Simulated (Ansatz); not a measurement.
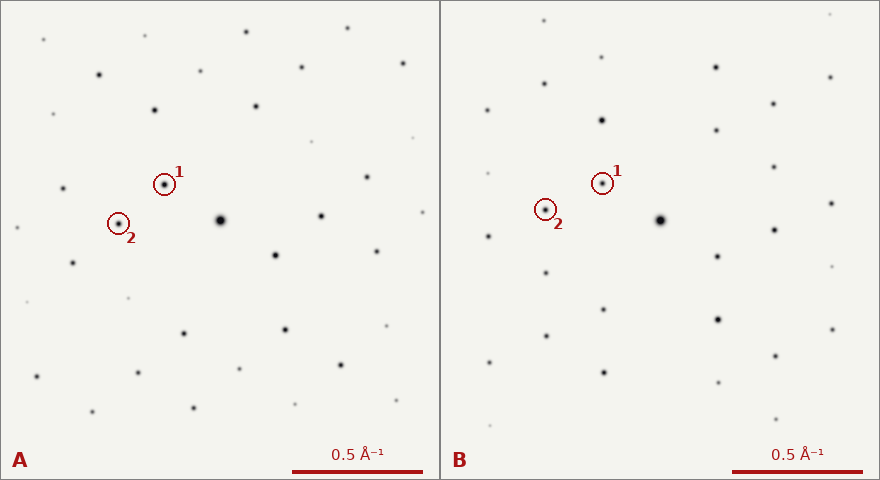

Kinematic electron diffraction patterns (200 kV, B = 0.5 Å², same scale) along [1-10] of the run's own cell, for the start and the end of one relaxation of I with DFT, PAW plane waves, pbe (Ansatz 0.2.0). k mesh 6×3×6. The start is a generated model structure, and the relaxation ends in the nearest stationary point of its symmetry, not necessarily the ground state. Spot 1 is -1 -1 0 and spot 2 is -1 -1 -1 in both.

Start structure:

```
CELL_PARAMETERS angstrom
-3.68210 0.00000 2.64356
0.00000 -9.74812 0.00000
3.68210 0.00000 2.64356
ATOMIC_POSITIONS crystal
I 0.13000 0.90000 0.13000
I 0.63000 0.60000 0.63000
I 0.87000 0.10000 0.87000
I 0.37000 0.40000 0.37000
```

**Which pattern belongs to the start structure, and which to the relaxed one?**

A is the start: its cell gives d(1) = 3.930 Å, d(2) = 2.551 Å and an angle of 34.6°. B is the relaxed structure, with d(1) = 3.795 Å (-3.4 %), d(2) = 2.250 Å (-11.8 %) and 27.4°.

**Name reflections whose intensity changes strongly on relaxation.**

2 2 -2 fades out of sight; 0 0 2 goes from 0.54 to 21 % of the strongest spot; 2 2 1 goes from 27 to 1 % of the strongest spot; 1 1 0 goes from 100 to 45 % of the strongest spot.

**Summarise the relaxation behind the change.**

The volume changed by +8.0 % to 51.22 Å³ an atom; with the mean shift removed, the atoms moved by up to 0.26 Å relative to the cell (I most); the space group stayed Cmce (No. 64); the free energy fell by 480 meV an atom. Relaxed cell: a = 5.071 Å, b = 9.818 Å, c = 5.071 Å, α = 90.00°, β = 125.75°, γ = 90.00°.
